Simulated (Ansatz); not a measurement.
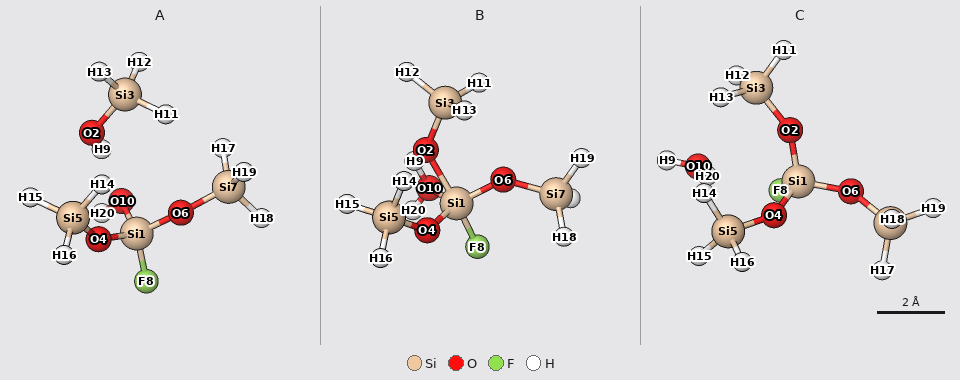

Three geometries of Si4H11O4F: a saddle point and the two relaxed ends that it joins, in shuffled order. Style: ball-and-stick. Shown at a tilt. Sticks join atoms that are closer than about 1.2 times the sum of their covalent radii (a little more with hydrogen).

Stationary points at PBE0-D4/def2-TZVP, single-point energies with CCSD(T)/CBS, PBE-QIDH, r2SCAN0-D4, wB97M-V, B2PLYP, B3LYP-D4 (def2-TZVPP where no basis is named; Ansatz 0.2.0). The energies are electronic, without zero-point or thermal terms, and both ends are the relaxed geometries reached downhill from the saddle, with any fragments still in contact. CCSD(T)/CBS stands for a frozen-core estimate: MP2 correlation extrapolated from def2-TZVPP and def2-QZVPP, CCSD(T) minus MP2 from the smaller set.

Q: Which frame is the transition state, what reaction does it lead through, and what barrier is to be expected?

A: Frame B is the saddle point. Counted by bonded pieces, C holds H₂O + Si₄H₉O₃F and A holds SiH₄O + Si₃H₇O₃F. From C over the saddle to A, bonds form: Si1–O10 (3.09 → 1.80 → 1.64 Å), O2–H9 (3.92 → 1.29 → 0.97 Å). Bonds break: Si1–O2 (1.60 → 1.88 → 3.35 Å), H9–O10 (0.96 → 1.13 → 1.91 Å). The saddle has one imaginary mode, 930i cm⁻¹. With CCSD(T)/CBS the barrier is 1.39 eV from C and 1.18 eV from A, and A lies 0.21 eV above C.

```tsv
level	barrier from C (eV)	barrier from A (eV)	A less C (eV)
CCSD(T)/CBS	1.39	1.18	0.21
PBE-QIDH	1.31	1.12	0.19
r2SCAN0-D4	1.31	1.12	0.19
wB97M-V	1.31	1.12	0.19
B2PLYP	1.43	1.25	0.19
B3LYP-D4	1.42	1.26	0.16
```

Against CCSD(T)/CBS, B3LYP-D4 comes closest on the barrier from C (+0.03 eV) and wB97M-V misses most (−0.08 eV).

Limits of the set-up: the start holds two separate molecules, 2.3 Å apart at their closest, whose relative position is a soft coordinate.
